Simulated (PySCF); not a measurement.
**MoOF: doublet, from a linear start**

The task is one start of a wider search on MoOF: the doublet, from a linear start. It is relaxed, tested by its Hessian and followed downhill if it is a saddle.

Method: PBE0, basis Mo def2-TZVP with ECP28, O def2-TZVP, F def2-TZVP, scalar-relativistic core potentials, no spin–orbit coupling, density fitting; program: PySCF 2.14.0.

## Step 1: Starting geometry

3 atoms, charge 0, spin multiplicity 2.

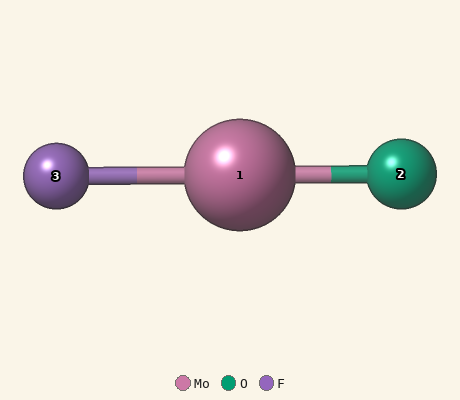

As it starts; molybdenum pink, oxygen teal, fluorine purple; atoms are numbered from 1 in the order of the file.

```xyz
3
charge 0 multiplicity 2
Mo    0.0000    0.0000    0.0000
O     0.0000    0.0000   -1.7800
F     0.0000    0.0000    2.0200
```

## Step 2: First SCF at the start

One driver script runs all steps and calls PySCF; scf.py shows how it sets up the SCF of each step. The optimiser is the driver's own. After this first run the driver tries any further starts and a stability analysis.

scf.py

```python
from pyscf import gto, scf, dft
mol = gto.M(atom='''
Mo     0.000000     0.000000     0.000000
O      0.000000     0.000000    -1.780000
F      0.000000     0.000000     2.020000''',
    basis={'Mo': 'def2-TZVP', 'O': 'def2-TZVP', 'F': 'def2-TZVP'},
    ecp={'Mo': 'def2-TZVP'},
    charge=0, spin=1)
mf = dft.UKS(mol, xc='PBE0')
mf.grids.atom_grid = (50, 194)
aux = {'Mo': 'def2-universal-JKFIT', 'O': 'def2-universal-JKFIT', 'F': 'def2-universal-JKFIT'}
mf = mf.density_fit(auxbasis=aux)
mf.conv_tol = 1e-08
mf.diis_space = 10
mf.max_cycle = 60
mf.init_guess = 'minao'
mf.verbose = 4
mf.kernel()
```

Started as:

```bash
> OMP_NUM_THREADS=4 python axn.py task.json out
```

Log:

```text
init E= -236.510663751822
[... the frontier-level lines of each cycle are left out ...]
cycle= 1 E= -242.926498286945  delta_E= -6.42  |g|= 0.771  |ddm|= 2.65
cycle= 2 E= -239.499918807324  delta_E= 3.43  |g|= 2.81  |ddm|=  1.6
cycle= 3 E= -243.015220429121  delta_E= -3.52  |g|= 0.568  |ddm|= 1.47
cycle= 4 E= -243.121322745631  delta_E= -0.106  |g|= 0.265  |ddm|= 0.373
cycle= 5 E= -243.142682137921  delta_E= -0.0214  |g|= 0.0781  |ddm|= 0.125
cycle= 6 E= -243.144629522388  delta_E= -0.00195  |g|= 0.0358  |ddm|= 0.0449
cycle= 7 E= -243.145152789738  delta_E= -0.000523  |g|= 0.00868  |ddm|= 0.0146
cycle= 8 E= -243.145201310758  delta_E= -4.85e-05  |g|= 0.002  |ddm|= 0.00632
cycle= 9 E= -243.145213915214  delta_E= -1.26e-05  |g|= 0.00119  |ddm|= 0.00417
cycle= 10 E= -243.145223008243  delta_E= -9.09e-06  |g|= 0.000383  |ddm|= 0.00665
cycle= 11 E= -243.145223268744  delta_E= -2.61e-07  |g|= 0.000128  |ddm|= 0.00114
cycle= 12 E= -243.145223279037  delta_E= -1.03e-08  |g|= 2.82e-05  |ddm|= 0.000122
cycle= 13 E= -243.14522328015  delta_E= -1.11e-09  |g|= 1.09e-05  |ddm|= 6.38e-05
Extra cycle  E= -243.145223279535  delta_E= 6.15e-10  |g|= 4.19e-05  |ddm|= 2.26e-05
converged SCF energy = -243.145223279535  <S^2> = 0.76516906  2S+1 = 2.015112
```

This step, with its further starts and checks, needed 19 s of wall time on 4 threads of Arm Neoverse V1, shared host.

Energies from each starting density:

```tsv
start	energy (Eh)
the minimal-basis guess	-243.145223
a thermally smeared density	-243.145223
a smeared PBE density	-243.136349
```

The first run landed in a state that is too high. Following the other starts and the instabilities gains 32.7 kJ/mol (-243.15769 Eh), and the work goes on from there.

## Step 3: Linear start, doublet: relaxation

The program finds C∞v symmetry in the start, which this walk keeps. Threshold on the gradient: 0.0003 Eh/bohr, with a further test on the energy change.

Changes to scf.py since step 2:

```diff
@@ -3,3 +3,3 @@
-Mo     0.000000     0.000000     0.000000
-O      0.000000     0.000000    -1.780000
-F      0.000000     0.000000     2.020000''',
+Mo     0.000000    -0.000000    -0.074537
+O      0.000000    -0.000000    -1.854537
+F      0.000000     0.000000     1.945463''',
@@ -16 +15,0 @@
-mf.init_guess = 'minao'
```

Energy and gradient, step by step:

```tsv
step	energy (Eh)	change (kJ/mol)	largest symmetric gradient (Eh/bohr)
0	-243.157689	0.00	0.09610
1	-243.172205	-38.11	0.03389
2	-243.173063	-40.37	0.00823
3	-243.173126	-40.53	0.00075
4	-243.173126	-40.53	0.00008
```

The walk took 11 s.

Geometry (Å) and forces (eV/Å) at some steps:

```
step 0
Mo   0.000   0.000  -0.075   0.000   0.000  -2.679
O    0.000   0.000  -1.855   0.000   0.000   4.942
F    0.000   0.000   1.945   0.000   0.000  -2.262
step 1
Mo   0.000   0.000  -0.088   0.000   0.000   1.743
O    0.000   0.000  -1.732   0.000   0.000  -1.730
F    0.000   0.000   1.836   0.000   0.000  -0.012
step 2
Mo   0.000   0.000  -0.074   0.000   0.000  -0.330
O    0.000   0.000  -1.754   0.000   0.000   0.423
F    0.000   0.000   1.845   0.000   0.000  -0.093
step 3
Mo   0.000   0.000  -0.075   0.000   0.000  -0.039
O    0.000   0.000  -1.749   0.000   0.000   0.028
F    0.000   0.000   1.841   0.000   0.000   0.011
step 4
Mo   0.000   0.000  -0.076   0.000   0.000   0.004
O    0.000   0.000  -1.749   0.000   0.000  -0.002
F    0.000   0.000   1.841   0.000   0.000  -0.002
```

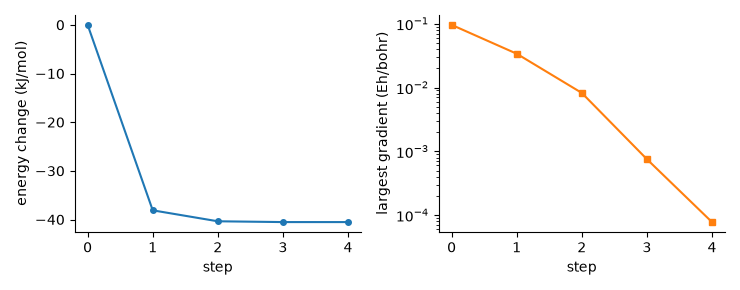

How energy and gradient fall.

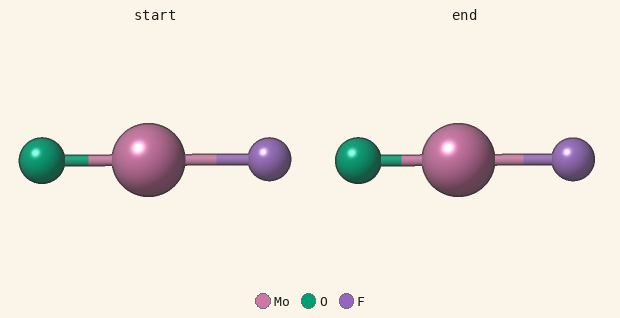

Start and end of the relaxation.

After 4 steps and 40.5 kJ/mol it ends at C∞v: Mo–F 1.917 Å, Mo–O 1.673 Å; F–Mo–O 180.0°.

## Step 4: Frequencies

The point is checked on the finer grid, and tightened if its gradient asks for it. The Hessian and the dipole derivatives come from central differences of analytic gradients, with steps of 0.02 bohr.

Changes to scf.py since step 3:

```diff
@@ -3,3 +3,3 @@
-Mo     0.000000    -0.000000    -0.074537
-O      0.000000    -0.000000    -1.854537
-F      0.000000     0.000000     1.945463''',
+Mo    -0.000000    -0.000000    -0.072648
+O     -0.000000    -0.000000    -1.745542
+F      0.000000     0.000000     1.843969''',
@@ -10 +10 @@
-mf.grids.atom_grid = (50, 194)
+mf.grids.atom_grid = (75, 302)
@@ -13 +13 @@
-mf.conv_tol = 1e-08
+mf.conv_tol = 1e-10
```

This SCF starts from the last density.

Log of the central SCF (cycles and frontier levels):

```text
init E= -243.173159729244
[... the frontier-level lines of each cycle are left out ...]
cycle= 1 E= -243.173159728993  delta_E= 2.51e-10  |g|= 2.75e-05  |ddm|= 1.89e-05
cycle= 2 E= -243.173159725962  delta_E= 3.03e-09  |g|= 9.36e-05  |ddm|= 5.34e-05
cycle= 3 E= -243.173159729272  delta_E= -3.31e-09  |g|= 5.82e-06  |ddm|= 4.11e-05
cycle= 4 E= -243.173159729284  delta_E= -1.27e-11  |g|= 7.11e-07  |ddm|= 2.95e-06
Extra cycle  E= -243.173159729286  delta_E= -1.71e-12  |g|= 9.19e-07  |ddm|= 2.65e-06
converged SCF energy = -243.173159729286  <S^2> = 1.5660462  2S+1 = 2.6952151
```

The whole step took 41 s.

Geometry: C∞v; Mo–F 1.917 Å, Mo–O 1.673 Å; F–Mo–O 180.0°.

Harmonic modes (main isotopes):

```csv
ω (cm⁻¹),IR (km/mol),μ (u),type
153i,22.3,21.68,bend
142i,17.7,21.68,bend
621,164,21.36,stretch
1041,222,17.86,stretch
```

With 2 modes imaginary (up to 153i cm⁻¹) this point is a saddle.

The SCF density has lower symmetry than the nuclear frame, so the modes carry no labels; pairs that should be degenerate can split.

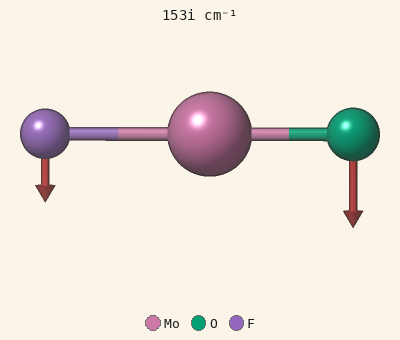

The imaginary mode, as arrows.

Properties at this point:

```
Dipole moment                                                   : 0.07 D
Highest occupied level                                          : -6.71 eV
Lowest empty level                                              : -3.39 eV
Rotational constants                                            : 0.1481 cm⁻¹
Zero-point energy (real modes)                                  : 9.9 kJ/mol
Principal polarisabilities                                      : 33.0, 35.1, 43.9 bohr³
Atomisation energy without zero-point energy                    : 982 kJ/mol
Principal traceless quadrupole moments about the centre of mass : -13.78, 6.51, 7.27 D Å
Spin squared ⟨S²⟩                                               : 1.566
```

Populations by atom (charges in e):

```
atom  Mulliken  Löwdin  polar tensor  spin (Mulliken)  Mayer order to Mo1
 Mo1      1.11    0.66          1.54             1.11                   –
  O2     -0.56   -0.29         -0.81            -0.10                2.15
  F3     -0.55   -0.36         -0.73            -0.01                0.71
```

Mulliken populations on Mo1 (outside its core potential): s 2.38, p 6.15, d 4.30, f 0.05.

## Step 5: Following the imaginary mode

The start is the last point, displaced along its most imaginary mode.

The program finds Cs symmetry in the start, which this walk keeps. Threshold on the gradient: 0.0003 Eh/bohr, with a further test on the energy change.

Changes to scf.py since step 4:

```diff
@@ -3,3 +3,3 @@
-Mo    -0.000000    -0.000000    -0.072648
-O     -0.000000    -0.000000    -1.745542
-F      0.000000     0.000000     1.843969''',
+Mo    -0.025962    -0.025962    -0.072648
+O      0.084853     0.084853    -1.745542
+F      0.062354     0.062354     1.843969''',
@@ -10 +10 @@
-mf.grids.atom_grid = (75, 302)
+mf.grids.atom_grid = (50, 194)
@@ -13 +13 @@
-mf.conv_tol = 1e-10
+mf.conv_tol = 1e-08
```

Steps of the walk:

```tsv
step	energy (Eh)	change (kJ/mol)	largest symmetric gradient (Eh/bohr)
0	-243.173814	0.00	0.00972
1	-243.174335	-1.37	0.00513
2	-243.177629	-10.02	0.00860
3	-243.178056	-11.14	0.02769
4	-243.179178	-14.08	0.00224
5	-243.179401	-14.67	0.00423
6	-243.179499	-14.93	0.00405
7	-243.179516	-14.97	0.00164
8	-243.179519	-14.98	0.00001
```

The walk took 15 s.

Geometry (Å) and forces (eV/Å) at some steps:

```
step 0
Mo  -0.026  -0.026  -0.073  -0.153  -0.153  -0.292
O    0.085   0.085  -1.746   0.068   0.068   0.499
F    0.062   0.062   1.844   0.085   0.085  -0.208
step 1
Mo  -0.042  -0.042  -0.074  -0.264  -0.264   0.134
O    0.093   0.093  -1.731   0.143   0.144  -0.149
F    0.070   0.070   1.831   0.120   0.120   0.015
step 4
Mo  -0.200  -0.200  -0.075  -0.115  -0.115  -0.017
O    0.177   0.177  -1.651   0.059   0.060   0.087
F    0.144   0.144   1.752   0.055   0.056  -0.070
step 8
Mo  -0.235  -0.235  -0.076   0.000   0.000   0.000
O    0.196   0.196  -1.621  -0.002  -0.002   0.000
F    0.160   0.160   1.723   0.002   0.002   0.000
```

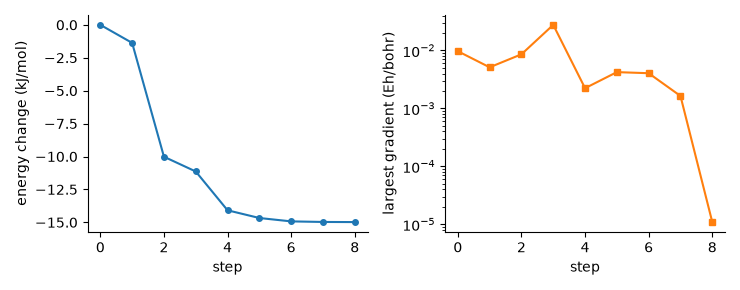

Energy and largest gradient along the walk.

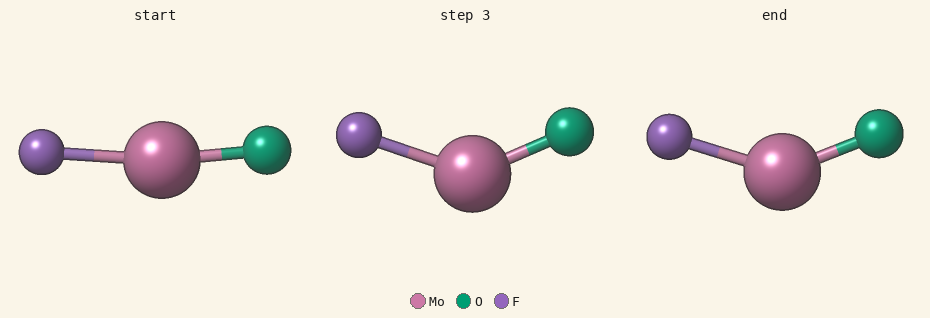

The geometry along the walk, at one scale.

After 8 steps and 15.0 kJ/mol it ends at Cs: Mo–F 1.884 Å, Mo–O 1.661 Å; F–Mo–O 141.2°.

## Step 6: Hessian and properties

As before: finer grid, then central differences.

Changes to scf.py since step 5:

```diff
@@ -3,3 +3,3 @@
-Mo    -0.025962    -0.025962    -0.072648
-O      0.084853     0.084853    -1.745542
-F      0.062354     0.062354     1.843969''',
+Mo    -0.107000    -0.107000    -0.071253
+O      0.321816     0.321816    -1.617663
+F      0.286462     0.286462     1.729288''',
@@ -10 +10 @@
-mf.grids.atom_grid = (50, 194)
+mf.grids.atom_grid = (75, 302)
@@ -13 +13 @@
-mf.conv_tol = 1e-08
+mf.conv_tol = 1e-10
```

SCF at the final geometry:

```text
init E= -243.179489313707
[... the frontier-level lines of each cycle are left out ...]
cycle= 1 E= -243.179489313729  delta_E= -2.17e-11  |g|= 1.55e-06  |ddm|= 7.47e-06
Extra cycle  E= -243.179489313751  delta_E= -2.22e-11  |g|= 1.59e-06  |ddm|= 7.43e-06
converged SCF energy = -243.179489313751  <S^2> = 1.6305477  2S+1 = 2.7426613
```

The whole step needed 85 s of wall time on 4 threads of Arm Neoverse V1, shared host.

Geometry: Cs; Mo–F 1.885 Å, Mo–O 1.661 Å; F–Mo–O 141.4°.

Modes, for the most abundant isotopes:

| symmetry | ω (cm⁻¹) | IR (km/mol) | μ (u) | type |
| --- | --- | --- | --- | --- |
| a' | 175 | 12.8 | 20.68 | bend |
| a' | 646 | 148 | 21.69 | stretch |
| a' | 1056 | 192 | 18.04 | stretch |

No imaginary mode, so this is a minimum.

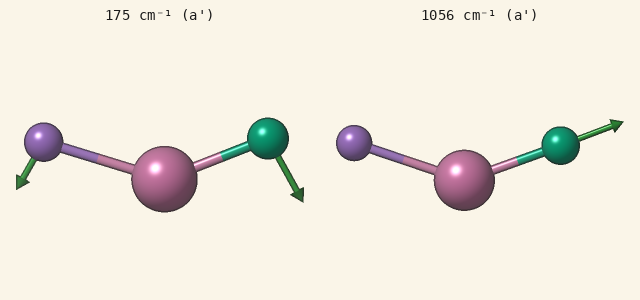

How the atoms move in 2 of the modes.

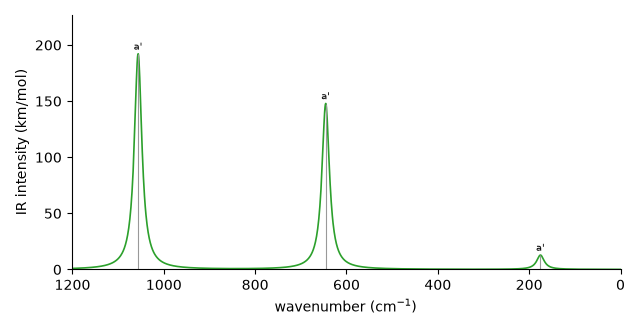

The harmonic infrared spectrum (widths in cm⁻¹). Lines are broadened to a width of 20 cm⁻¹ (Lorentzian).

Properties at this point:

```
Dipole moment                                                   : 1.99 D
Highest occupied level                                          : -6.37 eV
Lowest empty level                                              : -3.03 eV
Rotational constants                                            : 1.96, 0.1699, 0.1563 cm⁻¹
Zero-point energy                                               : 11.2 kJ/mol
Principal polarisabilities                                      : 28.0, 40.4, 44.4 bohr³
Atomisation energy without zero-point energy                    : 999 kJ/mol
Principal traceless quadrupole moments about the centre of mass : -10.14, 4.93, 5.21 D Å
Entropy at 298.15 K and 1 bar (electronic part: spin only)      : 283.5 J/(mol K)
Heat capacity Cp at 298.15 K                                    : 46.4 J/(mol K)
Enthalpy at 298.15 K above 0 K                                  : 11.93 kJ/mol
Rotational symmetry number                                      : 1
Spin squared ⟨S²⟩                                               : 1.631
```

Populations by atom (charges in e):

| atom | Mulliken | Löwdin | polar tensor | spin (Mulliken) | Mayer order to Mo1 |
| --- | --- | --- | --- | --- | --- |
| Mo1 | 1.07 | 0.61 | 1.43 | 1.10 | – |
| O2 | -0.55 | -0.28 | -0.75 | -0.09 | 2.15 |
| F3 | -0.52 | -0.33 | -0.68 | -0.01 | 0.76 |

Mulliken populations on Mo1 (outside its core potential): s 2.43, p 6.17, d 4.28, f 0.05.

## Step 7: The points found, side by side

| spin | group | bonds | imaginary modes (cm⁻¹) | ΔE (kJ/mol) | with zero-point energy |
| --- | --- | --- | --- | --- | --- |
| broken-symmetry (Ms = 1/2) | Cs | Mo–F 1.885 Å, Mo–O 1.661 Å | none | 0.0 | 0.0 |
| broken-symmetry (Ms = 1/2) | C∞v (density of lower symmetry) | Mo–F 1.917 Å, Mo–O 1.673 Å | 153i, 142i | 16.6 | – |

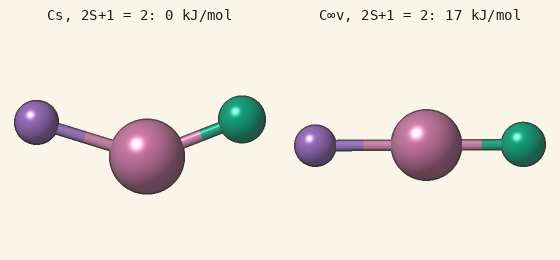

The points, lowest first (molybdenum pink, oxygen teal, fluorine purple).

## Step 8: Summary of results

| quantity | value |
| --- | --- |
| minimum | broken-symmetry (Ms = 1/2), Cs |
| geometry | Mo–F 1.885 Å, Mo–O 1.661 Å; F–Mo–O 141.4° |
| wavenumbers (cm⁻¹) | 175 (a'), 646 (a'), 1056 (a') |
| dipole moment | 1.99 D |
| highest occupied, lowest empty level (either spin) | -6.37, -3.03 eV |
| polar-tensor charge of Mo1 | +1.43 e |
| zero-point energy | 11.2 kJ/mol |
| entropy at 298.15 K | 283.5 J/(mol K) |
| atomisation energy (no zero-point energy) | 999 kJ/mol |
| ⟨S²⟩ | 1.631 |

What this shows: The linear start (C∞v) ends in a minimum of Cs symmetry, after a stop at a second-order saddle point 16.6 kJ/mol higher, from which it was pushed off along an imaginary mode. The determinant is spin-contaminated (⟨S²⟩ = 1.63 against 0.75), so it is no pure spin state. The strongest infrared band lies at 1056 cm⁻¹ (a', stretch). The first SCF alone would have been 33 kJ/mol too high. Other starts or spin states, not run here, may lie lower. One determinant may miss the lowest occupation of an open d or f shell.

The search up to here took 2.8 min.
